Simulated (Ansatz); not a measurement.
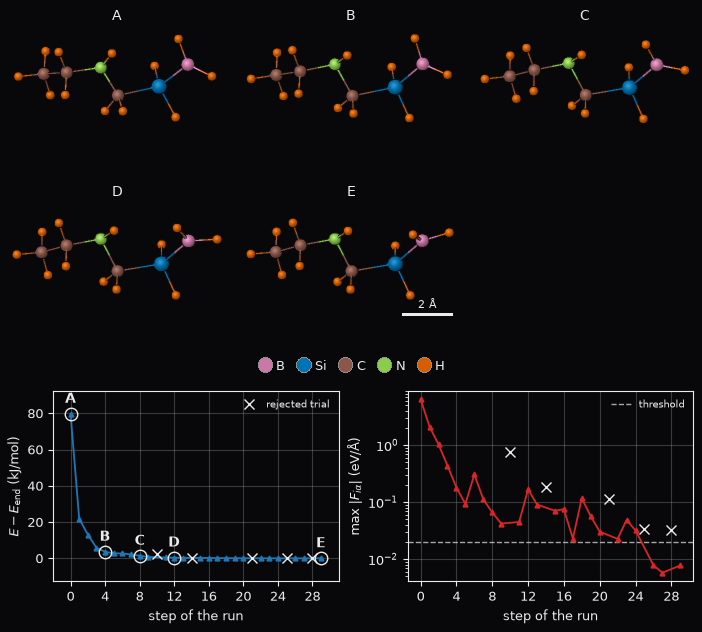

Frames of a relaxation of C$_{3}$H$_{12}$BNSi, marked on the history of the run. A ball-and-stick model, seen from a free direction.

The run prepares the start of a later molecular dynamics calculation, from a guessed geometry.

Method: RKS B3LYP/STO-3G in Ansatz. (no spin polarisation; force threshold 0.02 eV/Å; at most 40 steps)

Describe the path.

Answer. The atom that moves furthest after the best rigid fit is an H atom (1.08 Å). Largest moves by element: H 1.08 Å, N 0.22 Å, C 0.19 Å, Si 0.11 Å, B 0.06 Å. Among the contacts that change: C–N 1.368 → 1.525 Å, C–N 1.476 → 1.525 Å, H–Si 1.495 → 1.448 Å, B–H 1.127 → 1.174 Å. Among the angles between lasting bonds that change: C–N–H 113.3° → 104.4°, H–B–H 124.3° → 116.5°, Si–B–H 115.9° → 122.9°. Groups turn about B–Si by about 65°. Over 24 accepted moves (29 points after the start) the energy falls by 79.7 kJ/mol. The largest force component goes from 6.4 to 0.0078 eV/Å. The line search rejected the trial steps at points 10, 14, 21, 25, 28 of the run. The forces were under the threshold at step 26, but the run went on from there. The run took 110 s on 1 thread of Arm Neoverse V1, with other jobs on the host, peak memory 0.14 GiB. From step 0 to 4: an H atom moves most (0.23 Å), energy −76.1 kJ/mol. From step 4 to 8: an H atom moves most (0.44 Å), energy −2.24 kJ/mol. From step 8 to 12: an H atom moves most (0.39 Å), energy −0.98 kJ/mol. From step 12 to 29: H atoms move most (0.31 Å), energy −0.40 kJ/mol.

```tsv
step	E − E(0), kJ/mol	largest force component, eV/Å	note
0	0.00	6.3819	
1	-57.92	2.1129	
2	-66.59	1.0326	
3	-73.86	0.4390	
4	-76.10	0.1807	
5	-76.92	0.0936	
6	-77.02	0.3089	
7	-77.55	0.1123	
8	-78.34	0.0665	
9	-78.97	0.0422	
10	-77.41	0.7664	rejected
11	-79.25	0.0451	
12	-79.32	0.1683	
13	-79.40	0.0914	
14	-79.36	0.1873	rejected
15	-79.47	0.0708	
16	-79.48	0.0758	
17	-79.59	0.0230	
18	-79.59	0.1171	
19	-79.65	0.0568	
20	-79.66	0.0305	
21	-79.63	0.1144	rejected
22	-79.69	0.0228	
23	-79.70	0.0488	
24	-79.71	0.0321	
25	-79.70	0.0346	rejected
26	-79.71	0.0079	
27	-79.72	0.0058	
28	-79.71	0.0329	rejected
29	-79.72	0.0078
```

Limits of the set-up: STO-3G is a minimal basis, so the numbers are rough.
